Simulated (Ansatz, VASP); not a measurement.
**Cross-check of NbB2 between VASP and Ansatz**

Aim: how closely do two programs agree when they are given the same cell, functional and k mesh? The cell comes out of earlier VASP steps on this material, which relaxed, scaled or displaced it; both programs get it as it stands.

Main program and level: Ansatz 0.2.0; plane waves, with VASP 6.6.1 beside it; zone-centre phonons at PBEsol.

## (1) The starting structure

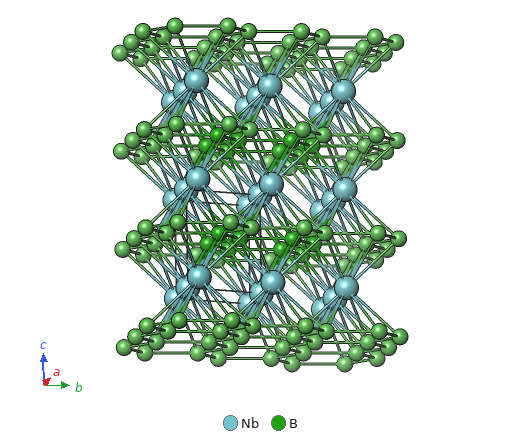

Start, viewed slightly off an axis; niobium teal, boron green. 2×2×2 cells are drawn. Some periodic images of atoms are drawn too.

## (2) VASP: zone-centre phonons, PBEsol

Second derivatives magnify differences that forces hide, and they need a tight electronic threshold.

Lines of VASP's logs that name or quote its potential files are left out, and so is its time.

INCAR reads:

```
SYSTEM = NbB2
PREC = Accurate
ENCUT = 420
EDIFF = 1E-08
NELM = 100
ISMEAR = 1
SIGMA = 0.2
LREAL = .FALSE.
ALGO = Normal
GGA = PS
NBANDS = 15
LORBIT = 11
LWAVE = .FALSE.
LCHARG = .FALSE.
KPAR = 2
IBRION = 8
ISIF = 2
```

POSCAR reads:

```
NbB2
1.0
    3.0873590355      0.0000000000      0.0000000000
   -1.5436795177      2.6737313554      0.0000000000
    0.0000000000      0.0000000000      3.3061523506
Nb B
1 2
Direct
    0.0000000000      0.0000000000      0.0000000000
    0.3333333333      0.6666666667      0.5000000000
    0.6666666667      0.3333333333      0.5000000000
```

KPOINTS reads:

```
Automatic mesh
0
Gamma
14 14 12
0 0 0
```

PAW data sets: Nb_sv and B (PBE family, release 64).

On the command line:

```
$ mpirun -np 2 vasp_std
```

Numbers of over 12 decimals in the logs are rounded to 6 here.

Output:

```text
[banner, memory and clock lines left out]
running    2 mpi-ranks, on    1 nodes
 distrk:  each k-point on    1 cores,    2 groups
 distr:  one band on    1 cores,    1 groups

 POSCAR found type information on POSCAR NbB
 POSCAR found :  2 types and       3 ions
|                                                                             |
|               ----> ADVICE to this user running VASP <----                  |
|                                                                             |
|     You enforced a specific xc type in the INCAR file but a different       |
|     [... a line on the potential file left out ...]
|     I HOPE YOU KNOW WHAT YOU ARE DOING!                                     |
|                                                                             |

 LDA part: xc-table for (Slater+PW92), standard interpolation
 POSCAR, INCAR and KPOINTS ok, starting setup
 FFT: planning ... GRIDC
 FFT: planning ... GRID_SOFT
 FFT: planning ... GRID
 WAVECAR not read
 entering main loop
       N       E                     dE             d eps       ncg     rms          rms(c)
DAV:   1     0.115287229094E+03    0.11529E+03   -0.89245E+03  5056   0.106E+03
DAV:   2    -0.256926559924E+02   -0.14098E+03   -0.13737E+03  6356   0.369E+02
DAV:   3    -0.304907265900E+02   -0.47981E+01   -0.47262E+01  7986   0.588E+01
DAV:   4    -0.306621712530E+02   -0.17144E+00   -0.17128E+00  6533   0.103E+01
DAV:   5    -0.306665799071E+02   -0.44087E-02   -0.44075E-02  8152   0.147E+00    0.123E+01
DAV:   6    -0.273842556539E+02    0.32823E+01   -0.12857E+01  8000   0.271E+01    0.311E+00
DAV:   7    -0.274047974860E+02   -0.20542E-01   -0.48514E-01  6189   0.576E+00    0.204E+00
DAV:   8    -0.274028172176E+02    0.19803E-02   -0.60749E-02  8850   0.212E+00    0.347E-01
DAV:   9    -0.274023467169E+02    0.47050E-03   -0.62400E-03  7689   0.687E-01    0.122E-01
DAV:  10    -0.274022268764E+02    0.11984E-03   -0.58881E-04  6635   0.239E-01    0.316E-02
DAV:  11    -0.274022262380E+02    0.63836E-06   -0.34823E-05  7418   0.590E-02    0.130E-02
DAV:  12    -0.274022249510E+02    0.12871E-05   -0.33869E-06  8252   0.131E-02    0.194E-03
DAV:  13    -0.274022249194E+02    0.31544E-07   -0.19945E-07  6442   0.472E-03    0.995E-04
DAV:  14    -0.274022249138E+02    0.56259E-08   -0.10455E-08  4700   0.107E-03
   1 F= -.27402225E+02 E0= -.27402363E+02  d E =0.414664E-03
 Linear response reoptimize wavefunctions to high precision
DAV:   1    -0.274022248986E+02    0.15238E-07   -0.59461E-09  7691   0.641E-04
DAV:   2    -0.274022248985E+02    0.84128E-11   -0.15216E-10  3423   0.114E-04
 Linear response DOF=           4
 Linear response progress:
  Degree of freedom:   1/  4
       N       E                     dE             d eps       ncg     rms          rms(c)
RMM:   1    -0.553475939747E+00   -0.55348E+00    0.58615E+00 13128   0.267E+01
RMM:   2    -0.453170409532E+00    0.10031E+00   -0.46700E-01 18144   0.529E+00    0.173E-01
RMM:   3    -0.451864197312E+00    0.13062E-02   -0.34593E-02 22583   0.142E+00    0.867E-02
RMM:   4    -0.452085797205E+00   -0.22160E-03   -0.10583E-02 29840   0.533E-01    0.365E-02
RMM:   5    -0.452314398962E+00   -0.22860E-03   -0.10537E-03 28825   0.185E-01    0.234E-02
RMM:   6    -0.452234011343E+00    0.80388E-04   -0.42289E-04 28128   0.104E-01    0.554E-03
RMM:   7    -0.452221460695E+00    0.12551E-04   -0.17092E-04 30785   0.499E-02    0.393E-03
RMM:   8    -0.452156468327E+00    0.64992E-04   -0.62105E-05 30128   0.298E-02    0.544E-03
RMM:   9    -0.452124431046E+00    0.32037E-04    0.65838E-05 30100   0.196E-02    0.357E-03
RMM:  10    -0.452137084019E+00   -0.12653E-04   -0.23189E-05 31824   0.131E-02    0.301E-03
RMM:  11    -0.452135442404E+00    0.16416E-05   -0.36110E-05 29981   0.967E-03    0.205E-03
RMM:  12    -0.452141577225E+00   -0.61348E-05   -0.31205E-05 29118   0.737E-03    0.189E-03
RMM:  13    -0.452146787349E+00   -0.52101E-05   -0.12611E-05 29834   0.570E-03    0.176E-03
RMM:  14    -0.452158170029E+00   -0.11383E-04   -0.71507E-06 28528   0.476E-03    0.142E-03
[...]
RMM:  22    -0.452164091167E+00   -0.12313E-05   -0.18169E-06 27321   0.123E-03    0.987E-05
RMM:  23    -0.452165478911E+00   -0.13877E-05   -0.24419E-07 28757   0.110E-03    0.548E-05
RMM:  24    -0.452166023141E+00   -0.54423E-06   -0.12886E-06 29603   0.909E-04    0.490E-05
RMM:  25    -0.452165946489E+00    0.76652E-07    0.26382E-07 30484   0.783E-04    0.604E-05
RMM:  26    -0.452166293758E+00   -0.34727E-06   -0.31185E-06 30146   0.691E-04    0.707E-05
RMM:  27    -0.452166204739E+00    0.89020E-07   -0.12034E-06 28807   0.615E-04    0.781E-05
RMM:  28    -0.452166312960E+00   -0.10822E-06   -0.18786E-06 29728   0.549E-04    0.873E-05
RMM:  29    -0.452166850249E+00   -0.53729E-06   -0.22084E-06 31322   0.523E-04    0.747E-05
 first order change of Fermi-energy  -0.84833E-03
 force on displaced ion       1 direction 1 : -12.220   0.000   0.000
 Linear response progress:
  Degree of freedom:   2/  4
       N       E                     dE             d eps       ncg     rms          rms(c)
RMM:   1    -0.609973744329E+00   -0.60997E+00    0.54331E+00  5605   0.264E+01
RMM:   2    -0.515251566719E+00    0.94722E-01   -0.46857E-01  7616   0.517E+00    0.180E-01
RMM:   3    -0.513932380238E+00    0.13192E-02   -0.32303E-02  8963   0.133E+00    0.916E-02
RMM:   4    -0.514842500635E+00   -0.91012E-03   -0.12217E-02 11350   0.490E-01    0.442E-02
RMM:   5    -0.514968899940E+00   -0.12640E-03   -0.98981E-04 11936   0.159E-01    0.298E-02
RMM:   6    -0.514739420270E+00    0.22948E-03   -0.38580E-04 11095   0.938E-02    0.841E-03
RMM:   7    -0.514746910743E+00   -0.74905E-05   -0.14839E-04 12069   0.416E-02    0.313E-03
RMM:   8    -0.514705392179E+00    0.41519E-04   -0.65120E-05 12269   0.236E-02    0.294E-03
RMM:   9    -0.514695048263E+00    0.10344E-04   -0.34130E-05 12257   0.149E-02    0.157E-03
RMM:  10    -0.514699912307E+00   -0.48640E-05   -0.19280E-05 12741   0.968E-03    0.617E-04
RMM:  11    -0.514697352838E+00    0.25595E-05   -0.11584E-05 12160   0.641E-03    0.947E-04
RMM:  12    -0.514701043016E+00   -0.36902E-05   -0.54909E-06 11469   0.497E-03    0.378E-04
RMM:  13    -0.514704400783E+00   -0.33578E-05   -0.43629E-06 12452   0.359E-03    0.223E-04
RMM:  14    -0.514706391912E+00   -0.19911E-05   -0.26232E-06 12061   0.264E-03    0.206E-04
[...]
RMM:  23    -0.514715661284E+00   -0.60006E-07   -0.22716E-07 12688   0.412E-04    0.145E-05
RMM:  24    -0.514715963243E+00   -0.30196E-06   -0.15080E-07 11393   0.366E-04    0.607E-06
RMM:  25    -0.514716114910E+00   -0.15167E-06   -0.14032E-07 12001   0.309E-04    0.482E-06
RMM:  26    -0.514716181997E+00   -0.67086E-07   -0.88898E-08 12725   0.263E-04    0.433E-06
RMM:  27    -0.514716196285E+00   -0.14288E-07   -0.90814E-08 12014   0.226E-04    0.671E-06
RMM:  28    -0.514716177418E+00    0.18867E-07   -0.64438E-08 10971   0.198E-04    0.994E-06
RMM:  29    -0.514716194233E+00   -0.16815E-07   -0.75348E-08 10319   0.174E-04    0.115E-05
RMM:  30    -0.514716200361E+00   -0.61280E-08   -0.37400E-08 10117   0.155E-04    0.129E-05
 first order change of Fermi-energy   0.75237E-03
 force on displaced ion       1 direction 3 :   0.000  -0.000 -15.368
 Linear response progress:
  Degree of freedom:   3/  4
       N       E                     dE             d eps       ncg     rms          rms(c)
RMM:   1    -0.493311765431E-01   -0.49331E-01   -0.28482E-02 51628   0.116E+00
RMM:   2    -0.437962928384E-01    0.55349E-02   -0.28530E-03 39597   0.338E-01    0.153E-01
RMM:   3    -0.437359074681E-01    0.60385E-04   -0.96179E-04 40766   0.162E-01    0.753E-02
RMM:   4    -0.442909506626E-01   -0.55504E-03   -0.59790E-04 38756   0.127E-01    0.860E-03
RMM:   5    -0.442811097875E-01    0.98409E-05   -0.93737E-05 47406   0.445E-02    0.337E-03
RMM:   6    -0.442863621476E-01   -0.52524E-05   -0.17601E-05 50296   0.146E-02    0.188E-03
RMM:   7    -0.442873056068E-01   -0.94346E-06   -0.35245E-06 49462   0.613E-03    0.406E-04
RMM:   8    -0.442859161028E-01    0.13895E-05   -0.89924E-07 52264   0.261E-03    0.145E-04
RMM:   9    -0.442868894824E-01   -0.97338E-06   -0.25510E-07 52968   0.109E-03    0.706E-05
RMM:  10    -0.442863330284E-01    0.55645E-06   -0.12543E-07 52413   0.492E-04    0.342E-05
RMM:  11    -0.442865681781E-01   -0.23515E-06   -0.69715E-08 53108   0.231E-04    0.126E-05
RMM:  12    -0.442865389848E-01    0.29193E-07   -0.39875E-08 53646   0.113E-04    0.555E-06
RMM:  13    -0.442865414591E-01   -0.24743E-08   -0.21076E-08 53065   0.599E-05    0.366E-06
 first order change of Fermi-energy   0.39987E-04
 force on displaced ion       2 direction 1 : -16.588   0.001   0.000
 Linear response progress:
  Degree of freedom:   4/  4
       N       E                     dE             d eps       ncg     rms          rms(c)
RMM:   1    -0.482735965313E-01   -0.48274E-01   -0.97724E-03 18099   0.125E+00
RMM:   2    -0.444305388426E-01    0.38431E-02   -0.24944E-03 13461   0.348E-01    0.117E-01
RMM:   3    -0.443955854408E-01    0.34953E-04   -0.10474E-03 14623   0.173E-01    0.552E-02
RMM:   4    -0.447829729463E-01   -0.38739E-03   -0.45629E-04 14924   0.108E-01    0.116E-02
RMM:   5    -0.448313378996E-01   -0.48365E-04   -0.77268E-05 16716   0.457E-02    0.342E-03
RMM:   6    -0.448532011905E-01   -0.21863E-04   -0.14561E-05 16876   0.173E-02    0.131E-03
RMM:   7    -0.448413478436E-01    0.11853E-04   -0.31163E-06 17228   0.741E-03    0.366E-04
RMM:   8    -0.448446471349E-01   -0.32993E-05   -0.86483E-07 17247   0.349E-03    0.247E-04
RMM:   9    -0.448432530182E-01    0.13941E-05   -0.23841E-07 17772   0.163E-03    0.427E-05
RMM:  10    -0.448432482631E-01    0.47551E-08   -0.48323E-08 18486   0.715E-04    0.355E-05
 first order change of Fermi-energy  -0.38669E-04
 force on displaced ion       2 direction 3 :   0.000   0.000  -9.909
 Linear response finished
```

OUTCAR, selected parts (step 2):

```text
ion  position               nearest neighbor table
   1  0.000  0.000  0.000-   2 2.43   3 2.43   2 2.43   3 2.43   3 2.43   3 2.43   2 2.43   2 2.43
                             3 2.43   3 2.43   2 2.43   2 2.43
   2  0.333  0.667  0.500-   3 1.78   3 1.78   3 1.78   1 2.43   1 2.43   1 2.43   1 2.43   1 2.43
                             1 2.43
   3  0.667  0.333  0.500-   2 1.78   2 1.78   2 1.78   1 2.43   1 2.43   1 2.43   1 2.43   1 2.43
                             1 2.43

  LATTYP: Found a hexagonal cell.
 ALAT       =     3.0873590355
 C/A-ratio  =     1.0708674672

 Subroutine GETGRP returns: Found 24 space group operations
 (whereof 24 operations were pure point group operations)

The static configuration has the point symmetry D_6h.

 Found    168 irreducible k-points:

   k-points           NKPTS =    168   k-points in BZ     NKDIM =    168   number of bands    NBANDS=     15

   dimension x,y,z NGX =    24 NGY =   24 NGZ =   24
   dimension x,y,z NGXF=    48 NGYF=   48 NGZF=   48

   ENCUT  =  420.0 eV  30.87 Ry    5.56 a.u.   5.16  5.16  5.52*2*pi/ulx,y,z

   NELECT =      19.0000    total number of electrons

 k-points in reciprocal lattice and weights: Automatic mesh
   0.00000000  0.00000000  0.00000000       0.000
   0.07142857  0.00000000  0.00000000       0.003
   0.14285714  0.00000000  0.00000000       0.003
   0.21428571 -0.00000000  0.00000000       0.003
   0.28571429  0.00000000  0.00000000       0.003
   0.35714286  0.00000000  0.00000000       0.003
   0.42857143 -0.00000000  0.00000000       0.003
   0.50000000  0.00000000  0.00000000       0.001
   0.07142857  0.07142857  0.00000000       0.003
[...]
0.28571429  0.28571429  0.50000000       0.003
   0.35714286  0.28571429  0.50000000       0.003

 average (electrostatic) potential at core
       1 -76.4959       2 -20.7957       3 -20.7957

  Total        0.1233409      0.1233409     -0.3386898      0.0000000     -0.0000000     -0.0000000
  in kB        7.2408561      7.2408561    -19.8831361      0.0000000     -0.0000000     -0.0000000
  external PRESSURE =      -1.8004746 kB  Pullay stress =       0.0000000 kB

  energy-cutoff  :      420.00
  volume of cell :       27.29
      direct lattice vectors                 reciprocal lattice vectors
     3.087359036  0.000000000  0.000000000     0.323901428  0.187004577  0.000000000
    -1.543679518  2.673731355  0.000000000     0.000000000  0.374009153  0.000000000
     0.000000000  0.000000000  3.306152351     0.000000000  0.000000000  0.302466400

 POSITION                                       TOTAL-FORCE (eV/Angst)
 -----------------------------------------------------------------------------------
      0.00000      0.00000      0.00000        -0.000000      0.000000     -0.000000
     -0.00000      1.78249      1.65308        -0.000000      0.000000      0.000000
      1.54368      0.89124      1.65308         0.000000     -0.000000     -0.000000
 -----------------------------------------------------------------------------------
    total drift:                               -0.000000      0.000000      0.000000

 Eigenvectors and eigenvalues of the dynamical matrix
 ----------------------------------------------------

   1 f  =   24.744203 THz   155.472414 2PiTHz  825.377773 cm-1   102.333755 meV
             X         Y         Z           dx          dy          dz
      0.000000  0.000000  0.000000    -0.000000   -0.000000    0.000000
     -0.000000  1.782488  1.653076     0.259282    0.657855    0.000000
      1.543680  0.891244  1.653076    -0.259282   -0.657855   -0.000000

   2 f  =   24.744203 THz   155.472414 2PiTHz  825.377773 cm-1   102.333755 meV
             X         Y         Z           dx          dy          dz
      0.000000  0.000000  0.000000    -0.000000   -0.000000    0.000000
     -0.000000  1.782488  1.653076     0.657855   -0.259282   -0.000000
      1.543680  0.891244  1.653076    -0.657855    0.259282    0.000000

   3 f  =   16.565727 THz   104.085531 2PiTHz  552.573165 cm-1    68.510310 meV
             X         Y         Z           dx          dy          dz
      0.000000  0.000000  0.000000     0.000000    0.000000   -0.000000
     -0.000000  1.782488  1.653076    -0.000000   -0.000000   -0.707107
      1.543680  0.891244  1.653076    -0.000000   -0.000000    0.707107

   4 f  =   14.630088 THz    91.923552 2PiTHz  488.007195 cm-1    60.505154 meV
             X         Y         Z           dx          dy          dz
      0.000000  0.000000  0.000000     0.000000    0.000000    0.434585
     -0.000000  1.782488  1.653076    -0.000000   -0.000000   -0.636842
      1.543680  0.891244  1.653076    -0.000000   -0.000000   -0.636842

   5 f  =   13.033290 THz    81.890573 2PiTHz  434.743742 cm-1    53.901330 meV
             X         Y         Z           dx          dy          dz
      0.000000  0.000000  0.000000    -0.159510   -0.404705   -0.000000
     -0.000000  1.782488  1.653076     0.233468    0.592349   -0.000000
      1.543680  0.891244  1.653076     0.233468    0.592349   -0.000000

   6 f  =   13.033290 THz    81.890573 2PiTHz  434.743742 cm-1    53.901330 meV
             X         Y         Z           dx          dy          dz
      0.000000  0.000000  0.000000    -0.404705    0.159510    0.000000
     -0.000000  1.782488  1.653076     0.592349   -0.233468   -0.000000
      1.543680  0.891244  1.653076     0.592349   -0.233468   -0.000000

   7 f/i=    0.001462 THz     0.009185 2PiTHz    0.048760 cm-1     0.006045 meV
             X         Y         Z           dx          dy          dz
      0.000000  0.000000  0.000000     0.000000    0.000000   -0.900631
     -0.000000  1.782488  1.653076     0.000000    0.000000   -0.307298
      1.543680  0.891244  1.653076     0.000000    0.000000   -0.307298

   8 f/i=    0.007395 THz     0.046465 2PiTHz    0.246677 cm-1     0.030584 meV
             X         Y         Z           dx          dy          dz
      0.000000  0.000000  0.000000    -0.773761    0.460503   -0.000000
     -0.000000  1.782488  1.653076    -0.264325    0.157313   -0.000000
      1.543680  0.891244  1.653076    -0.264325    0.157313   -0.000000

   9 f/i=    0.007395 THz     0.046465 2PiTHz    0.246677 cm-1     0.030584 meV
             X         Y         Z           dx          dy          dz
      0.000000  0.000000  0.000000    -0.460503   -0.773761   -0.000000
     -0.000000  1.782488  1.653076    -0.157313   -0.264325   -0.000000
      1.543680  0.891244  1.653076    -0.157313   -0.264325   -0.000000

 ELASTIC MODULI CONTR FROM IONIC RELAXATION (kBar)
 Direction    XX          YY          ZZ          XY          YZ          ZX
 --------------------------------------------------------------------------------
 XX          -0.1597      0.1597     -0.0000     -0.0000      0.0000      0.0000
 YY           0.1597     -0.1597      0.0000     -0.0000     -0.0000      0.0000
 ZZ          -0.0000      0.0000     -0.0000      0.0000     -0.0000      0.0000
 XY          -0.0000     -0.0000      0.0000     -0.1597      0.0000      0.0000
 YZ           0.0000     -0.0000     -0.0000      0.0000     -0.0000      0.0000
 ZX           0.0000      0.0000      0.0000      0.0000      0.0000      0.0000
 --------------------------------------------------------------------------------
```

(Part 1 of 2 ends here.)

[Lines on the potential files, build, host, timing and source positions are cut from VASP's logs without a mark.]

[Logs are printed without paths, hosts, clocks, repeated set-up lines and the standing remarks that a program may print on its own settings, such as how far it seeks lower states.]

[Hosts, paths, dates, database ids (printed as entryN), source tags and the programs' standing remarks are cut or masked in the printed files.]
